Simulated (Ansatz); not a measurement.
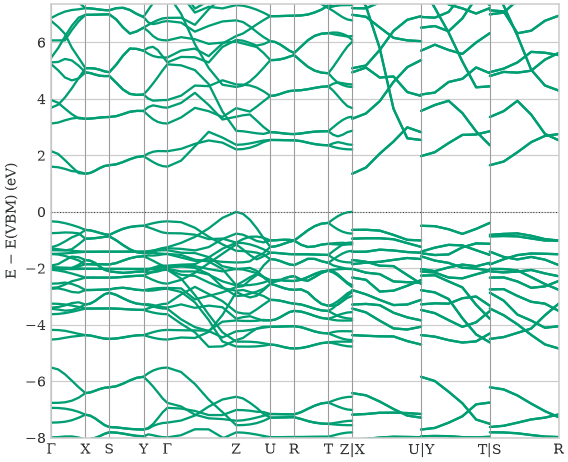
Fig. 1. Band structure from DFT-r²SCAN in the program Ansatz with PAW potentials

The gap is 1.35 eV; an edge lies off the plotted path or next to a special point (maximum at Z, minimum on the Γ–X line, 96 % of the way from Γ).

**Question.** Which of these materials gives this?
(A) ZnCu2SnS4, Pmn2_1 (Pearson symbol oP16)
(B) Ga2O3, Pna2_1 (Pearson symbol oP40)
(C) Pb3O4, Pbam (Pb on 4g, Pb on 2d, O on 4g, O on 4h)
(D) V2O5, Pmmn (V on 4e, O on 2a, O on 4e, O on 4e)

**Answer.** C, Pb3O4, Pbam (Pb on 4g, Pb on 2d, O on 4g, O on 4h)

The workflow started from a Materials Project entry (that database holds measured and hypothetical structures alike); the Crystallography Open Database files this formula in space group No. 55, but the cells were not matched. Whether it is the stable phase at ambient conditions was not checked. The cell was relaxed with r²SCAN under the symmetry of its start; its stability against distortions is not shown here. Scalar-relativistic: spin–orbit coupling is off unless named, which matters more the heavier the elements.

Potentials: the later of the program's two PAW sets.
